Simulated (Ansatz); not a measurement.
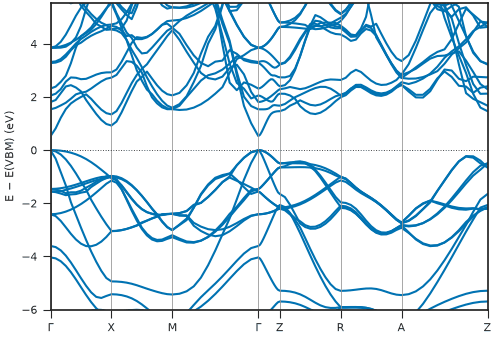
Fig. 1. Band structure from the program Ansatz at the PBE level (PAW)

Question: Read off the gap and where the band edges lie.

Answer: About 0.5 eV (0.53 eV by a search for the band edges); maximum at Γ, minimum at Γ.

Question: Which of these materials gives this?
A) Al3GaAs4, P-4m2 (Pearson symbol tP8)
B) AlGa3As4, P-4m2 (Pearson symbol tP8)
C) Ba2Ti2N3F3, P-4m2 (Pearson symbol tP10)
D) AlGaAs2, P-4m2 (Pearson symbol tP8)

Answer: B, AlGa3As4, P-4m2 (Pearson symbol tP8)

The start of the workflow was typed in or built on a structure type; neither database checked (COD, Materials Project) lists it. Its standing as an ambient phase is unchecked. Symmetry was held in the PBE relaxation; whether a distortion lowers the energy is not shown. Scalar-relativistic: spin–orbit coupling is off unless named, which matters more the heavier the elements.

Potentials: the earlier of the program's two PAW sets.
